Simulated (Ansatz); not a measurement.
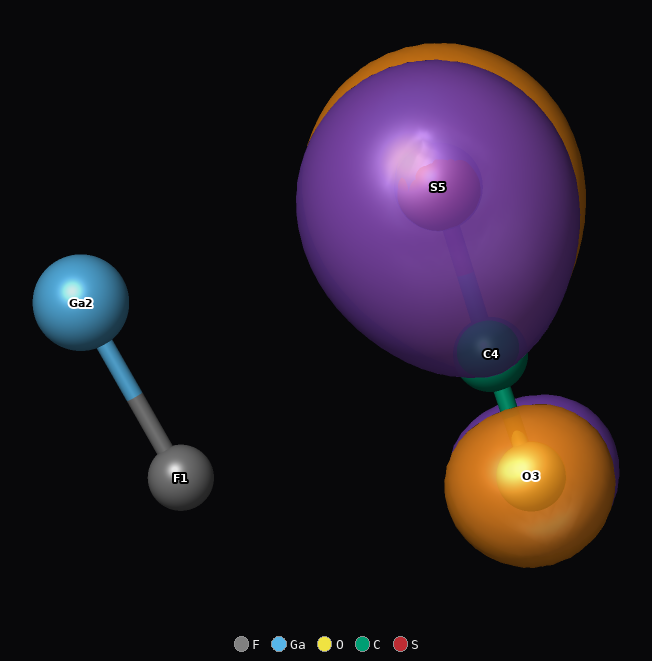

The picture shows: CFGaOS. The HOMO−1 at ±0.1 Å⁻³ᐟ² (orange and purple are the two phases), seen at a tilt.

Geometry: PBE0-D4/def2-TZVP; at this geometry the atoms fall into two loosely joined parts.

All numbers below come from RKS PBE0-D4/def2-TZVPP (Ansatz).

```xyz
5

F    -0.2652   -1.5879    0.8236
Ga    0.3335   -0.6999    2.2668
O    -0.4585   -0.0987   -1.9099
C    -0.0557    0.6402   -1.1312
S     0.4957    1.6727   -0.0908
```

**What is the character of this orbital?**

Its weight (Hirshfeld) is mainly on S5 (about 70 %), O3 (about 20 %) and C4 (about 10 %); it changes sign across the molecular plane (π type); π-antibonding (a node) across O3–C4. Its energy is −8.79 eV.
